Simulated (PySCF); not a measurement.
Molecule: C₄H₅NO, SMILES N#CCCC=O. Atoms near the plane z = 1.0 Å, at the GFN2-xTB optimised geometry (x, y, z in Å): N1 (2.7, -0.7, 0.0), C2 (1.5, -0.7, 0.0), C3 (0.1, -0.7, 0.0), O6 (-2.7, -0.2, -0.3), H8 (-0.3, -0.7, 1.0), H10 (-0.1, 1.5, -0.2).

Computed with PBE/def2-TZVP (PySCF). The values are rescaled to run from 0 to 1.

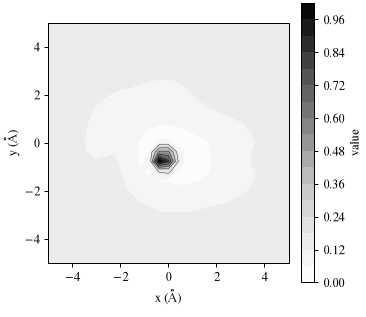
Figure. a field on the plane z = 1.0 Å.

Q: Which quantity is mapped?
(A) deformation density (molecule minus spherical neutral atoms)
(B) Laplacian of the electron density
(C) log10 of the electron density
(D) electrostatic potential

A: A, deformation density (molecule minus spherical neutral atoms). In full: deformation density (molecule minus spherical neutral atoms) (e/bohr³).
